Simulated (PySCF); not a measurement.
C2HCl3, SMILES `ClC(Cl)=CCl`.

Computed with PySCF, B3LYP/def2-SVPD, geometry: GFN2-xTB. No frequency check shows the geometry to be a minimum. GFN2-xTB bond lengths at metals and heavier atoms can be off by up to 0.1 Å and shapes distorted, which carries into these values.

Cartesian coordinates (Å):

```
Cl1     -0.3135    1.5883    0.0000
C2      -0.4260   -0.1206    0.0000
Cl3     -2.0224   -0.7527    0.0000
C4       0.6289   -0.9315    0.0000
Cl5      2.2334   -0.3464    0.0000
H6       0.5243   -2.0043    0.0000
```

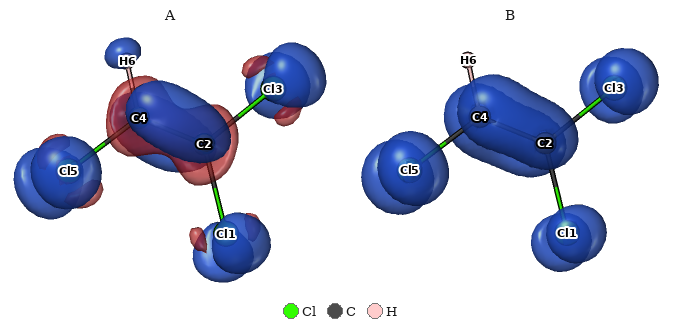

The Fukui function f⁻ from two separate SCF calculations and the density of the HOMO, at ±0.03 e/Å³ (blue positive, red negative).

Which panel is which, and how good is the frozen-orbital picture?

Answer. A is f⁻ (it has negative regions), B the HOMO density. The HOMO lies on C4 (24 %), Cl5 (24 %) and C2 (20 %); f⁻ (Hirshfeld-condensed) is largest on Cl5 (0.27), Cl3 (0.24) and Cl1 (0.21); the vertical ionisation energy is 9.48 eV. Relaxation shifts 20 % of the electron between atoms. The orbital energy is −7.26 eV.
